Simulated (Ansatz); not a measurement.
```xyz
11

Al   -0.8372   -1.0888    0.5312
S     0.9290   -1.8181    1.7383
H    -1.4995   -2.1739   -0.4200
H    -1.6796    0.0900    1.2047
H     1.2354   -0.1982   -0.1943
O     0.3866   -0.0605   -0.6584
C     0.2070    1.2731   -1.1218
H     0.8188   -0.8515    2.6778
H     0.1866    1.9874   -0.2843
H    -0.7558    1.3073   -1.6460
H     1.0086    1.5332   -1.8273
```

These are results of RKS PBE0-D4/def2-SVP (Ansatz 0.2.0), not measurements.

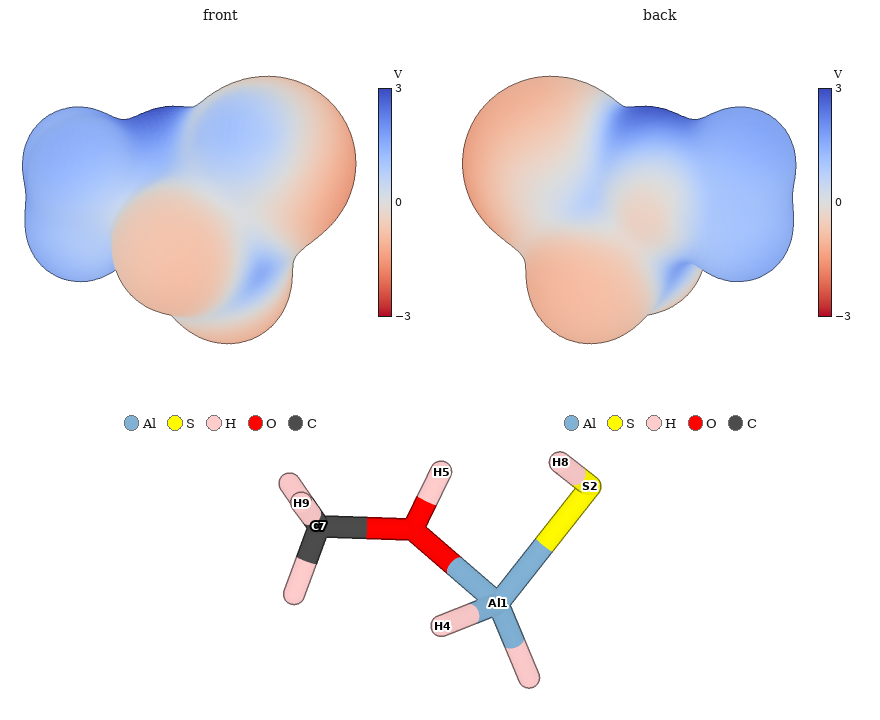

CH₇AlOS. The molecular electrostatic potential painted on the density surface at 0.002 e/bohr³, seen from the front and from behind; red is negative and blue positive. The bare structure is drawn below in the same view.

Describe the electrostatic potential map.

Answer. The most negative region (about −1.3 V, or −30 kcal/mol for a unit charge) lies over S2, the most positive (about +2.7 V, or +62 kcal/mol for a unit charge) over H5.
